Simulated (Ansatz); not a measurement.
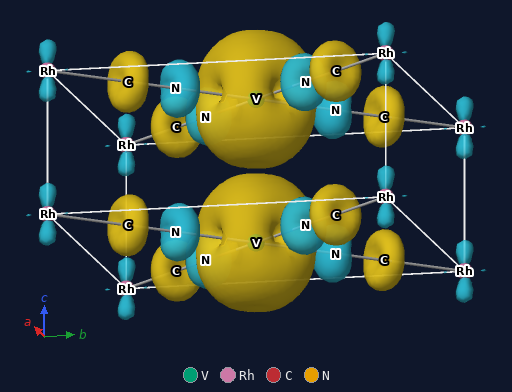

VRhC₄N₄. Isosurfaces of the spin density (up minus down) at +0.02 (yellow) and −0.02 e/Å³ (cyan), seen at an oblique angle. Sticks mark near contacts.

Space group P4/mmm; a structure generated by program, which may or may not match a known phase; spin-polarised.

All numbers below come from DFT PBE, scalar-relativistic, plane waves, PAW in Ansatz 0.2.0.

The density is the valence pseudo-density of a PAW calculation; it isn't the true density close to the nuclei.

```xyz
10
Lattice="7.2177 0.0000 0.0000 0.0000 7.2177 0.0000 0.0000 0.0000 3.0591" Properties=species:S:1:pos:R:3 pbc="T T T"
V     3.6088    3.6088    0.0000
Rh    0.0000    0.0000    0.0000
C     1.3911    5.8266    0.0000
C     5.8266    1.3911    0.0000
C     1.3911    1.3911    0.0000
C     5.8266    5.8266    0.0000
N     2.2238    4.9938    0.0000
N     4.9938    2.2238    0.0000
N     2.2238    2.2238    0.0000
N     4.9938    4.9938    0.0000
```

Q: Where is the spin, and how is it ordered?

A: The spin density sits on V: +0.9 μB in one cell of 10 atoms: parallel main moments, as they must be, since the calculation's own cell holds one magnetic site. The cell of the calculation (10 atoms) carries 1.3 μB of net spin moment.
